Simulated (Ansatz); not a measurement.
# ScAlB4 (built on the sites of a database entry of ScB2): following an unstable mode, part 2 of 3

Wanted: the energy along a soft mode of ScAlB4 (built on the sites of a database entry of ScB2) and the structure at the end.

Ansatz 0.2.0; DFT LDA, scalar-relativistic, plane waves, PAW.

So far, highest frequency on the path or at a solved wavevector (cm⁻¹): step 2 (response at finite wavevector) 744. Also lowest frequency on the path (cm⁻¹): step 2 -322.

The structure was built from a prototype and need not be the compound's stable phase.

## 4. The mode frozen in, largest atomic shift 0.32 Å

The atoms are moved along the unstable eigenvector, the largest shift by 0.32 Å, with the cell fixed.

The input, input.yaml:

```yaml
crystal:
  lattice:
    - [0.0, -2.9945439792, -2.9945439792]
    - [0.0, 2.9945439792, -2.9945439792]
    - [5.9890879585, 0.0, 0.0]
  atoms:
    - { symbol: Sc, position: [0.0040012594, 0.5401949341, 0.75] }
    - { symbol: Sc, position: [0.4959987406, -0.0401949341, 0.25] }
    - { symbol: Al, position: [0.5027961108, 0.4719114712, 0.5] }
    - { symbol: Al, position: [-0.0027961108, 0.0280885288, 0.0] }
    - { symbol: B, position: [0.2054131492, 0.4378072657, 0.1440931116] }
    - { symbol: B, position: [0.7203315185, 0.0621927343, 0.6430345546] }
    - { symbol: B, position: [0.7796684815, 0.4378072657, 0.1430345546] }
    - { symbol: B, position: [0.2945868508, 0.0621927343, 0.6440931116] }
    - { symbol: B, position: [0.5061910603, 0.8620594335, 0.8511192623] }
    - { symbol: B, position: [-0.0061910603, 0.2121958988, 0.3617530715] }
    - { symbol: B, position: [0.5061910603, 0.2878041012, 0.8617530715] }
    - { symbol: B, position: [-0.0061910603, 0.6379405665, 0.3511192623] }
kpoints:
  mp_grid: { grid: [8, 8, 6] }
hamiltonian:
  xc: lda
scf:
  occupations: { method: methfessel_paxton, width: 0.2 }
output:
  forces: true
  stress: true
  eigenvalues: true
```

Started as:

```
> ansatz run input.yaml --threads 8 --pin off --max-ram 14336MiB --backend cpu --events-out ev --progress --plain --runs-dir out
```

Numbers of over 12 decimals in the logs are rounded to 6 here.

What it wrote:

```text
[...]
Crystal: 12 atoms, lattice volume = 107.412 Å³
Basis set: ecut = 420 eV, 2101 PW (Γ)
Bands: 38, of which v1, the nominal top of the filled ones, is band 26 counted from 1 (25 counted from 0)
Symmetry: 2 space group operations
[...]
k-points: 136 of 384 (time reversal used)
[...]
k-point 0: bands = [... 22 lower, 9.3502, 9.4185, 10.9217, 11.5638, 12.5896, 13.7059, 13.9716, 14.7411, ... 8 higher]
  k-point 1: bands = [... 22 lower, 9.5514, 9.7675, 10.7866, 11.8776, 12.3470, 13.4392, 13.9698, 14.8221, ... 8 higher]
  k-point 2: bands = [... 22 lower, 10.0875, 10.1923, 10.6944, 12.1133, 12.3470, 12.6217, 14.0120, 14.9684, ... 8 higher]
  k-point 135: bands = [... 22 lower, 11.2440, 11.2440, 11.9841, 11.9841, 13.9952, 13.9952, 14.6802, 14.6802, ... 8 higher]
[key lines of the parts left out:]
SCF converged after 6 iterations
Free energy (F): -6397.667696 eV
Fermi energy:    12.310608 eV
P = ⅓ Tr σ = 4.1778 GPa (41.778 kbar)
```

It took 12 s on 8 threads of Arm Neoverse N1, shared host; peak memory 0.75 GiB.

This step gave:

```
pressure                         : 4.178 GPa
energy from the undistorted cell : -23.28 meV/atom
```

The energy, extrapolated to zero smearing, is -23.28 meV/atom against the undistorted cell.

The run ends at a pressure of 4.18 GPa, with forces up to 0.84 eV/Å.

## 5. Energy along the mode, all amplitudes (two of the runs are shown above)

An imaginary frequency means negative curvature, so the energy should fall and then rise again as anharmonic terms take over.

Numbers from this step:

| Property | Result |
| --- | --- |
| depth at the lowest point sampled | 23.28 meV/atom |
| largest atomic shift at that point | 0.32 Å |

Table of energy from the parent by largest atomic shift:

| largest atomic shift (Å) | energy from the parent (meV/atom) |
| --- | --- |
| 0.000 | 0 |
| 0.040 | -0.813 |
| 0.080 | -3.20 |
| 0.140 | -8.86 |
| 0.220 | -17.8 |
| 0.320 | -23.3 |
| 0.450 | 0.599 |
| 0.600 | 112 |

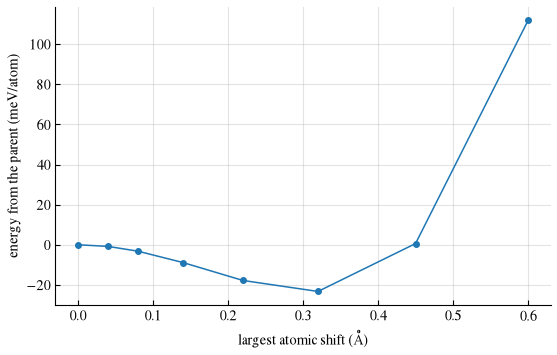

Energy from the parent, plotted against largest atomic shift.

Displacement at unit largest shift by atom:

| atom | x (Å) | y (Å) | z (Å) | size |
| --- | --- | --- | --- | --- |
| Sc1 | 0.000 | 0.339 | -0.414 | 0.535 |
| Sc2 | 0.000 | -0.339 | 0.414 | 0.535 |
| Al3 | 0.000 | -0.289 | 0.237 | 0.374 |
| Al4 | 0.000 | 0.289 | -0.237 | 0.374 |
| B5 | 0.010 | -0.512 | 0.652 | 0.829 |
| B6 | -0.010 | 0.512 | -0.652 | 0.829 |
| B7 | -0.010 | -0.512 | 0.652 | 0.829 |
| B8 | 0.010 | 0.512 | -0.652 | 0.829 |
| B9 | -0.100 | 0.643 | -0.759 | 1.000 |
| B10 | 0.100 | -0.643 | 0.759 | 1.000 |
| B11 | 0.100 | 0.643 | -0.759 | 1.000 |
| B12 | -0.100 | -0.643 | 0.759 | 1.000 |

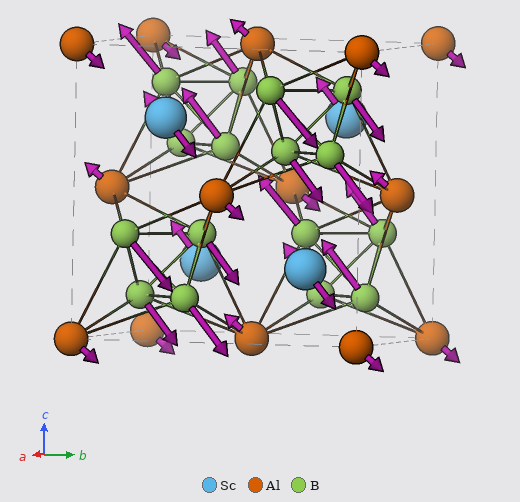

Displacement at unit largest shift as arrows, the longest 1.000 Å. Bonds to atoms that aren't drawn are left out. Some periodic images of atoms are drawn too.

The lowest of the steps tried is at 0.32 Å, 23.3 meV/atom below the parent; the bottom of the well need not coincide with a step.

## 6. Relaxing from the distorted cell

Starting from the lowest point found, all atoms and the cell are let go, so that strain and other modes of the same symmetry can join in.

input.yaml: that of step 4 with these lines changed.

```diff
@@ -28 +28,6 @@
   eigenvalues: true
+relax:
+  adjacent_minimum: "off"
+  f_tol: 0.002
+  max_steps: 120
+  cell: { stress_tol: 0.03 }
```

What it wrote:

```text
[...]
Crystal: 12 atoms, lattice volume = 107.412 Å³
Basis set: ecut = 420 eV, 2101 PW (Γ)
Bands: 38, of which v1, the nominal top of the filled ones, is band 26 counted from 1 (25 counted from 0)
Symmetry: 2 space group operations
[...]
k-points: 136 of 384 (time reversal used)
[...]
SCF iter   1: F=—  HF=-6397.701851 eV  |F-HF|=—  |Δ(HF+E_count)|=         —  Δρ=8.33e-3  dr2=1.12e-1  ethr=1.77e-3  ⟨swp⟩=5.8  Hψ=24491  notcnv=0
[...]
SCF iter   6: F=-6397.667696 eV  HF=-6397.667696 eV  |F-HF|=8.47e-9  |Δ(HF+E_count)|=   1.16e-7  S|Δr|=    0.00e0  Δρ=3.73e-6  dr2=1.34e-8  ethr=1.92e-10  ⟨swp⟩=10.2  Hψ=22814  notcnv=0
SCF 1 converged in 6 iterations: F = -6397.667696 eV  dr2 = 1.34e-8
[...]
relax step   1: F+E_penalty+E_count = -6397.66769621 eV  Δ(F+E_penalty+E_count) = +0.000e0 eV  max|allowed force component| = 6.096e-1 eV/Å  Δτ_max = 0.0000 Å  P = +4.178 GPa  Ω = 107.412 Å³  (6 SCF iters, dr2 threshold 1.00e-7 eV, accepted)
Crystal: 12 atoms, lattice volume = 109.803 Å³
Basis set: ecut = 420 eV, 2139 PW (Γ)
[...]
SCF iter   5: F=-6398.179360 eV  HF=-6398.179360 eV  |F-HF|=1.96e-7  |Δ(HF+E_count)|=   4.51e-6  S|Δr|=    0.00e0  Δρ=2.02e-5  dr2=3.60e-7  ethr=2.31e-9  ⟨swp⟩=7.6  Hψ=23413  notcnv=0
SCF 2 converged in 5 iterations: F = -6398.179360 eV  dr2 = 3.60e-7
relax step   2: F+E_penalty+E_count = -6398.17935953 eV  Δ(F+E_penalty+E_count) = -5.117e-1 eV  max|allowed force component| = 7.511e-1 eV/Å  Δτ_max = 0.0657 Å  P = +0.196 GPa  Ω = 109.803 Å³  energy of the carried Pulay correction = -3.151e-3 eV  (5 SCF iters, dr2 threshold 1.20e-6 eV, accepted)
Crystal: 12 atoms, lattice volume = 111.368 Å³
Basis set: ecut = 420 eV, 2161 PW (Γ)
[...]
SCF iter   5: F=-6398.824661 eV  HF=-6398.824661 eV  |F-HF|=3.59e-7  |Δ(HF+E_count)|=   5.60e-6  S|Δr|=    0.00e0  Δρ=2.40e-5  dr2=6.01e-7  ethr=2.31e-9  ⟨swp⟩=7.9  Hψ=24533  notcnv=0
SCF 3 converged in 5 iterations: F = -6398.824661 eV  dr2 = 6.01e-7
relax step   3: F+E_penalty+E_count = -6398.82466113 eV  Δ(F+E_penalty+E_count) = -6.453e-1 eV  max|allowed force component| = 8.751e-1 eV/Å  Δτ_max = 0.0701 Å  P = -2.059 GPa  Ω = 111.368 Å³  energy of the carried Pulay correction = -5.176e-3 eV  (5 SCF iters, dr2 threshold 1.20e-6 eV, accepted)
[... from here on, the SCF cycles and remarks between the steps are left out ...]
relax step   4: F+E_penalty+E_count = -6399.53643861 eV  Δ(F+E_penalty+E_count) = -7.118e-1 eV  max|allowed force component| = 1.048e0 eV/Å  Δτ_max = 0.0728 Å  P = -2.946 GPa  Ω = 112.357 Å³  energy of the carried Pulay correction = -6.440e-3 eV  (5 SCF iters, dr2 threshold 1.20e-6 eV, accepted)
relax step   5: F+E_penalty+E_count = -6400.38866253 eV  Δ(F+E_penalty+E_count) = -8.522e-1 eV  max|allowed force component| = 8.344e-1 eV/Å  Δτ_max = 0.0874 Å  P = -0.572 GPa  Ω = 111.522 Å³  energy of the carried Pulay correction = -5.374e-3 eV  (5 SCF iters, dr2 threshold 1.20e-6 eV, accepted)
relax step   6: F+E_penalty+E_count = -6401.06428773 eV  Δ(F+E_penalty+E_count) = -6.756e-1 eV  max|allowed force component| = 6.283e-1 eV/Å  Δτ_max = 0.2000 Å  P = +2.535 GPa  Ω = 111.739 Å³  energy of the carried Pulay correction = -5.651e-3 eV  (6 SCF iters, dr2 threshold 1.20e-6 eV, accepted)
relax step   7: F+E_penalty+E_count = -6401.53368469 eV  Δ(F+E_penalty+E_count) = -4.694e-1 eV  max|allowed force component| = 1.092e0 eV/Å  Δτ_max = 0.1190 Å  P = +1.716 GPa  Ω = 113.383 Å³  energy of the carried Pulay correction = -7.740e-3 eV  (6 SCF iters, dr2 threshold 1.20e-6 eV, accepted)
relax step   8: F+E_penalty+E_count = -6401.49125636 eV  Δ(F+E_penalty+E_count) = +4.243e-2 eV  max|allowed force component| = 6.353e-1 eV/Å  Δτ_max = 0.0581 Å  P = -3.243 GPa  Ω = 115.409 Å³  energy of the carried Pulay correction = -1.027e-2 eV  (5 SCF iters, dr2 threshold 1.20e-6 eV, rejected (line search))
relax step   9: F+E_penalty+E_count = -6401.66007366 eV  Δ(F+E_penalty+E_count) = -1.264e-1 eV  max|allowed force component| = 6.572e-1 eV/Å  Δτ_max = 0.0596 Å  P = -1.855 GPa  Ω = 114.011 Å³  energy of the carried Pulay correction = -8.531e-3 eV  (9 SCF iters, accepted)
relax step  10: F+E_penalty+E_count = -6401.77845485 eV  Δ(F+E_penalty+E_count) = -1.184e-1 eV  max|allowed force component| = 2.440e-1 eV/Å  Δτ_max = 0.0800 Å  P = -0.505 GPa  Ω = 113.132 Å³  energy of the carried Pulay correction = -7.424e-3 eV  (5 SCF iters, dr2 threshold 1.20e-6 eV, accepted)
relax step  11: F+E_penalty+E_count = -6401.84159614 eV  Δ(F+E_penalty+E_count) = -6.314e-2 eV  max|allowed force component| = 2.833e-1 eV/Å  Δτ_max = 0.0959 Å  P = +0.231 GPa  Ω = 112.509 Å³  energy of the carried Pulay correction = -6.633e-3 eV  (5 SCF iters, dr2 threshold 1.20e-6 eV, accepted)
relax step  12: F+E_penalty+E_count = -6401.90229992 eV  Δ(F+E_penalty+E_count) = -6.070e-2 eV  max|allowed force component| = 5.556e-1 eV/Å  Δτ_max = 0.1405 Å  P = +1.648 GPa  Ω = 111.085 Å³  energy of the carried Pulay correction = -4.811e-3 eV  (6 SCF iters, dr2 threshold 1.20e-6 eV, accepted)
relax step  13: F+E_penalty+E_count = -6401.92468965 eV  Δ(F+E_penalty+E_count) = -2.239e-2 eV  max|allowed force component| = 4.358e-1 eV/Å  Δτ_max = 0.1115 Å  P = +3.152 GPa  Ω = 110.332 Å³  energy of the carried Pulay correction = -3.839e-3 eV  (5 SCF iters, dr2 threshold 1.20e-6 eV, accepted)
relax step  14: F+E_penalty+E_count = -6401.96144012 eV  Δ(F+E_penalty+E_count) = -3.675e-2 eV  max|allowed force component| = 3.904e-1 eV/Å  Δτ_max = 0.0782 Å  P = +0.395 GPa  Ω = 112.326 Å³  energy of the carried Pulay correction = -6.401e-3 eV  (5 SCF iters, dr2 threshold 1.20e-6 eV, accepted)
relax step  15: F+E_penalty+E_count = -6402.02216509 eV  Δ(F+E_penalty+E_count) = -6.072e-2 eV  max|allowed force component| = 6.892e-1 eV/Å  Δτ_max = 0.1457 Å  P = -1.372 GPa  Ω = 113.824 Å³  energy of the carried Pulay correction = -8.296e-3 eV  (5 SCF iters, dr2 threshold 1.20e-6 eV, accepted)
relax step  16: F+E_penalty+E_count = -6402.22755435 eV  Δ(F+E_penalty+E_count) = -2.054e-1 eV  max|allowed force component| = 8.955e-1 eV/Å  Δτ_max = 0.0855 Å  P = -1.008 GPa  Ω = 114.200 Å³  energy of the carried Pulay correction = -8.768e-3 eV  (5 SCF iters, dr2 threshold 1.20e-6 eV, accepted)
[...]
relax step  25: F+E_penalty+E_count = -6404.45917272 eV  Δ(F+E_penalty+E_count) = -7.836e-2 eV  max|allowed force component| = 3.884e-1 eV/Å  Δτ_max = 0.1048 Å  P = -0.633 GPa  Ω = 117.640 Å³  energy of the carried Pulay correction = -1.301e-2 eV  (6 SCF iters, dr2 threshold 1.20e-6 eV, accepted)
relax step  26: F+E_penalty+E_count = -6404.61241648 eV  Δ(F+E_penalty+E_count) = -1.532e-1 eV  max|allowed force component| = 5.603e-1 eV/Å  Δτ_max = 0.2000 Å  P = -0.258 GPa  Ω = 115.051 Å³  energy of the carried Pulay correction = -9.829e-3 eV  (6 SCF iters, dr2 threshold 1.20e-6 eV, accepted)
relax step  27: F+E_penalty+E_count = -6404.77498562 eV  Δ(F+E_penalty+E_count) = -1.626e-1 eV  max|allowed force component| = 7.682e-1 eV/Å  Δτ_max = 0.1952 Å  P = +0.969 GPa  Ω = 112.075 Å³  energy of the carried Pulay correction = -6.081e-3 eV  (6 SCF iters, dr2 threshold 1.20e-6 eV, accepted)
relax step  28: F+E_penalty+E_count = -6404.80570457 eV  Δ(F+E_penalty+E_count) = -3.072e-2 eV  max|allowed force component| = 2.490e-1 eV/Å  Δτ_max = 0.1019 Å  P = -0.646 GPa  Ω = 113.794 Å³  energy of the carried Pulay correction = -8.258e-3 eV  (5 SCF iters, dr2 threshold 1.20e-6 eV, accepted)
relax step  29: F+E_penalty+E_count = -6404.88479725 eV  Δ(F+E_penalty+E_count) = -7.909e-2 eV  max|allowed force component| = 7.773e-2 eV/Å  Δτ_max = 0.0857 Å  P = +0.111 GPa  Ω = 112.942 Å³  energy of the carried Pulay correction = -7.184e-3 eV  (5 SCF iters, dr2 threshold 1.20e-6 eV, accepted)
relax step  30: F+E_penalty+E_count = -6404.88811615 eV  Δ(F+E_penalty+E_count) = -3.319e-3 eV  max|allowed force component| = 2.336e-2 eV/Å  Δτ_max = 0.0110 Å  P = -0.056 GPa  Ω = 112.970 Å³  energy of the carried Pulay correction = -7.219e-3 eV  (4 SCF iters, dr2 threshold 1.20e-6 eV, accepted)
relax step  31: F+E_penalty+E_count = -6404.88852789 eV  Δ(F+E_penalty+E_count) = -4.117e-4 eV  max|allowed force component| = 1.688e-2 eV/Å  Δτ_max = 0.0024 Å  P = -0.023 GPa  Ω = 112.949 Å³  energy of the carried Pulay correction = -7.192e-3 eV  (4 SCF iters, dr2 threshold 5.43e-7 eV, accepted)
relax step  32: F+E_penalty+E_count = -6404.88858514 eV  Δ(F+E_penalty+E_count) = -5.725e-5 eV  max|allowed force component| = 4.109e-3 eV/Å  Δτ_max = 0.0017 Å  P = -0.001 GPa  Ω = 112.936 Å³  energy of the carried Pulay correction = -7.176e-3 eV  (5 SCF iters, dr2 threshold 2.17e-8 eV, accepted)
relax step  33: F+E_penalty+E_count = -6404.88859071 eV  Δ(F+E_penalty+E_count) = -5.567e-6 eV  max|allowed force component| = 2.285e-3 eV/Å  Δτ_max = 0.0010 Å  P = +0.001 GPa  Ω = 112.935 Å³  energy of the carried Pulay correction = -7.175e-3 eV  (5 SCF iters, dr2 threshold 1.06e-9 eV, accepted)
relax step  34: F+E_penalty+E_count = -6404.88859480 eV  Δ(F+E_penalty+E_count) = -4.094e-6 eV  max|allowed force component| = 2.973e-4 eV/Å  Δτ_max = 0.0003 Å  P = +0.001 GPa  Ω = 112.935 Å³  energy of the carried Pulay correction = -7.175e-3 eV  (5 SCF iters, dr2 threshold 3.26e-10 eV, accepted)
relax step  35: F+E_penalty+E_count = -6404.90838044 eV  Δ(F+E_penalty+E_count) = -1.979e-2 eV  max|allowed force component| = 2.719e-3 eV/Å  Δτ_max = 0.0000 Å  P = +0.206 GPa  Ω = 112.935 Å³  stress off target by 4.19e-1 GPa  SCF on the basis re-selected at this cell (its energy is not comparable with the rows above)  (5 SCF iters)
relax step  36: F+E_penalty+E_count = -6404.90829736 eV  Δ(F+E_penalty+E_count) = +8.308e-5 eV  max|allowed force component| = 7.773e-3 eV/Å  Δτ_max = 0.0017 Å  P = -0.066 GPa  Ω = 113.082 Å³  energy of the carried Pulay correction = -2.026e-4 eV  (4 SCF iters, dr2 threshold 4.39e-7 eV, accepted)
relax step  37: F+E_penalty+E_count = -6404.90841448 eV  Δ(F+E_penalty+E_count) = -1.171e-4 eV  max|allowed force component| = 1.844e-3 eV/Å  Δτ_max = 0.0009 Å  P = -0.006 GPa  Ω = 113.055 Å³  energy of the carried Pulay correction = -1.642e-4 eV  (4 SCF iters, dr2 threshold 1.03e-7 eV, accepted)
[...]
SCF iter   4: F=-6404.908583 eV  HF=-6404.908583 eV  |F-HF|=4.55e-12  |Δ(HF+E_count)|=  2.00e-11  S|Δr|=    0.00e0  Δρ=7.85e-8  dr2=7.47e-12  ethr=1.00e-12  ⟨swp⟩=6.5  Hψ=18321  notcnv=0
SCF 38 converged in 4 iterations: F = -6404.908583 eV  dr2 = 7.47e-12
relax step  38: F+E_penalty+E_count = -6404.90858268 eV  Δ(F+E_penalty+E_count) = -1.682e-4 eV  max|allowed force component| = 1.822e-3 eV/Å  Δτ_max = 0.0000 Å  P = -0.005 GPa  Ω = 113.055 Å³  stress off target by 1.65e-2 GPa  SCF on the basis re-selected at this cell (its energy is not comparable with the rows above)  (4 SCF iters)
[...]
SCF converged after 4 iterations
[...]
Free energy (F): -6404.908583 eV
[...]
Internal energy: -6404.911953 eV  (E = F + TS)
E sigma→0 (E₀):  -6404.909425 eV
Entropy (-TS):   0.003370 eV (0.281 meV/atom)
Fermi energy:    11.677661 eV
Step filling:    the computed levels leave a gap of 0.0144 eV = 0.1 smearing widths at the electron count; against every level under it full and every level over it empty, smearing changes F+E_penalty+E_count by +1.753 meV and its σ→0 estimate by +0.911 meV
[...]
--- Forces (eV/Å), atoms counted from 1 ---
  atom   1  Sc    -0.00033695     0.00033372    -0.00007621
  atom   2  Sc    -0.00033695    -0.00033372     0.00007621
  atom   3  Al    -0.00030057    -0.00003113    -0.00007284
  atom   4  Al    -0.00030057     0.00003113     0.00007284
  atom   5  B     -0.00010142     0.00140761     0.00029151
  atom   6  B     -0.00003141     0.00058592     0.00164104
  atom   7  B     -0.00003141    -0.00058592    -0.00164104
  atom   8  B     -0.00010142    -0.00140761    -0.00029151
  atom   9  B      0.00023018     0.00139109    -0.00182192
  atom  10  B      0.00055341     0.00052928    -0.00072728
  atom  11  B      0.00055341    -0.00052928     0.00072728
  atom  12  B      0.00023018    -0.00139109     0.00182192
  max |Σ_I F_I| component: 2.65e-5 eV/Å
--- Stress (GPa, compression-positive) ---
       -0.002565      -0.000000      -0.000000
       -0.000000      -0.009009      -0.009281
       -0.000000      -0.009281      -0.004889
  P = ⅓ Tr σ = -0.0055 GPa (-0.055 kbar)
--- Band table (eV; the first three rows and the last of 136) ---
  k-point 0: bands = [... 22 lower, 8.9539, 9.9371, 10.8466, 12.0415, 12.3514, 12.6285, 12.9741, 13.5479, ... 8 higher]
  k-point 1: bands = [... 22 lower, 8.9813, 9.8610, 10.8628, 11.7668, 12.5011, 12.5035, 13.2561, 13.5708, ... 8 higher]
  k-point 2: bands = [... 22 lower, 9.5912, 9.7789, 11.0563, 11.4376, 12.2169, 12.3662, 13.5509, 13.5969, ... 8 higher]
  k-point 135: bands = [... 22 lower, 9.9921, 9.9921, 10.4751, 10.4751, 13.0674, 13.0674, 13.3963, 13.3963, ... 8 higher]
--- Relaxed structure (36 steps of the walk, 34 accepted, 2 SCFs on fresh bases) ---
  F+E_penalty+E_count = -6404.90858268 eV   max|allowed force component| = 1.822e-3 eV/Å   (the final SCF, on the basis selected at the relaxed cell)
  cell:  # Å, volume = 113.0551 Å³
    - [0.0, -3.091616, -3.091477]
    - [0.0, 3.213436, -3.213297]
    - [5.690153, 0.0, 0.0]
  atoms:
    - { symbol: Sc, position: [0.250039, 0.633928, 0.814144] }
    - { symbol: Sc, position: [0.249961, -0.133928, 0.314144] }
    - { symbol: Al, position: [0.749997, 0.449598, 0.505190] }
    - { symbol: Al, position: [-0.249997, 0.050402, 0.00519026] }
    - { symbol: B, position: [0.063316, 0.378651, 0.171380] }
    - { symbol: B, position: [1.063327, 0.121334, 0.671386] }
    - { symbol: B, position: [0.436673, 0.378666, 0.171386] }
    - { symbol: B, position: [0.436684, 0.121349, 0.671380] }
    - { symbol: B, position: [0.749993, 0.907615, 0.629214] }
    - { symbol: B, position: [0.249988, 0.357085, 0.458685] }
    - { symbol: B, position: [0.250012, 0.142915, 0.958685] }
    - { symbol: B, position: [-0.249993, 0.592385, 0.129214] }
```

Wall time 9.4 min (8 threads); peak memory 0.95 GiB.

(Continued in part 3 of 3.)

[Logs are printed without paths, hosts, clocks, repeated set-up lines and the standing remarks that a program may print on its own settings, such as how far it seeks lower states.]

[Hosts, paths, dates, database ids (printed as entryN), source tags and the programs' standing remarks are cut or masked in the printed files.]
